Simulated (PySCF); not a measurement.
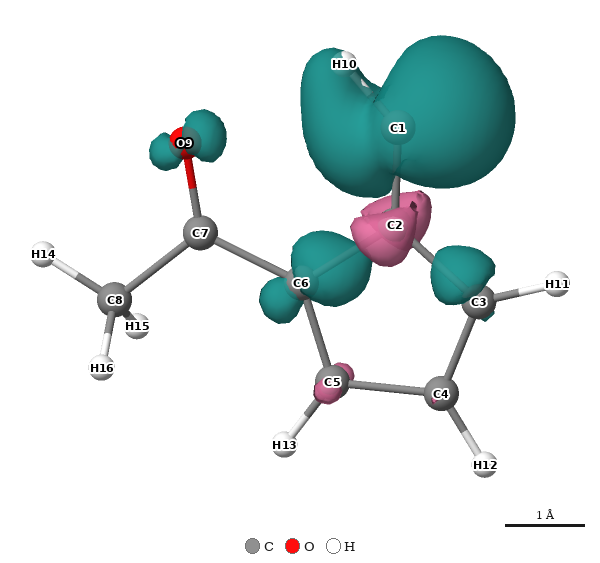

The picture shows: C$_{8}$H$_{7}$O (SMILES [H]/[C]=C1/C=CC=C1C(C)=O) (doublet). Isosurfaces of the spin density (α minus β) at +0.03 (teal) and −0.03 e/Å³ (pink), seen at a tilt.

Geometry: GFN2-xTB.

Method: PySCF, UKS B3LYP, pcH-1 on C H O, non-relativistic, mean-field spin-orbit, GIAO.

```yaml
atoms:
  - { symbol: C, position_ang: [1.0312, 2.2119, 0.8057] }
  - { symbol: C, position_ang: [1.1364, 0.9890, 0.3519] }
  - { symbol: C, position_ang: [2.3456, 0.2398, 0.0431] }
  - { symbol: C, position_ang: [2.0007, -0.9875, -0.4081] }
  - { symbol: C, position_ang: [0.5715, -1.1045, -0.4124] }
  - { symbol: C, position_ang: [0.0154, 0.0553, 0.0342] }
  - { symbol: C, position_ang: [-1.3699, 0.4402, 0.2223] }
  - { symbol: C, position_ang: [-2.3959, -0.5889, -0.2021] }
  - { symbol: O, position_ang: [-1.6948, 1.5157, 0.6852] }
  - { symbol: H, position_ang: [0.2313, 2.8717, 1.0568] }
  - { symbol: H, position_ang: [3.3326, 0.6428, 0.1670] }
  - { symbol: H, position_ang: [2.6714, -1.7684, -0.7185] }
  - { symbol: H, position_ang: [0.0438, -1.9898, -0.7220] }
  - { symbol: H, position_ang: [-3.3941, -0.1934, -0.0359] }
  - { symbol: H, position_ang: [-2.2678, -0.8251, -1.2557] }
  - { symbol: H, position_ang: [-2.2650, -1.4998, 0.3772] }
```

> Which atoms carry the spin?

The unpaired spin (1 electron) lies mostly on C1 (about 0.8), in electrons by Hirshfeld's partition.
